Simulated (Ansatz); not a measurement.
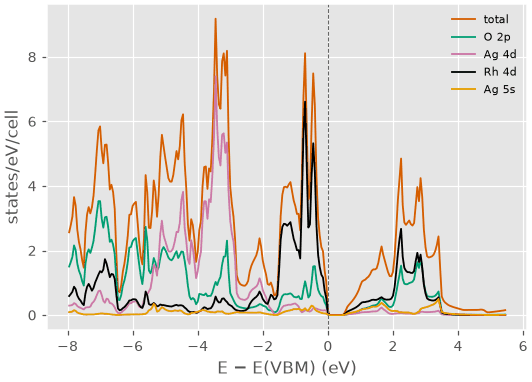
Total and projected density of states of AgRhO2 in space group R-3m (No. 166; Ag on 3a, Rh on 3b, O on 6c), plane-wave PAW LDA (Ansatz code)

Which orbitals carry the states next to the gap?

Top 1 eV of the valence band: Rh 4d 72 %, O 2p 19 %. Bottom 1 eV of the conduction band: Rh 4d 37 %, O 2p 18 %, Ag 5s 18 %, O 2s 11 %, Ag 4d 8 %, outside the projected shells 7 %. Projections are on Löwdin-orthogonalised atomic valence shells; empty p or d shells of many metals are not among them.

Where is the tallest occupied peak in this window, and what makes it?

Near -3.5 eV, about 9.2 states/eV per cell; the largest projected share is Ag 4d.

The workflow started from a Materials Project entry (that database holds measured and hypothetical structures alike); the Crystallography Open Database copy checked does not list it. Whether it is the stable phase at ambient conditions was not checked. The LDA relaxation kept the symmetry of its start; of distortions, only those at the zone centre were tested. No spin polarisation was allowed. Spin–orbit coupling is left out wherever it is not named.

Potentials: the later of the program's two PAW sets.
